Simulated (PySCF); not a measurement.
Molecule: AlF4 (anion, charge -1), SMILES [F][Al-]([F])([F])[F]. Atoms near the plane z = 1.0 Å, at the PBE0/def2-SVP optimised geometry (x, y, z in Å): Al1 (-0.6, -0.8, 0.0), F2 (1.1, -0.8, 0.0), F3 (-1.1, 0.8, 0.0), F5 (-1.1, -1.6, 1.4).

Computed with PBE0/def2-TZVPD (PySCF). The values are rescaled to run from 0 to 1.

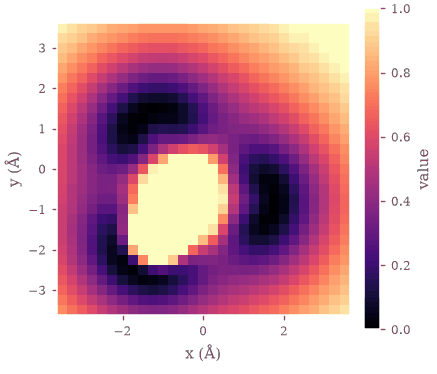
Fig. 1. a field on the plane z = 1.0 Å.

Question: Which quantity is mapped?
A) log10 of the electron density
B) deformation density (molecule minus spherical neutral atoms)
C) electrostatic potential
D) an orbital amplitude

Answer: C, electrostatic potential. In full: electrostatic potential (hartree/e), clipped to [-0.22, -0.10].
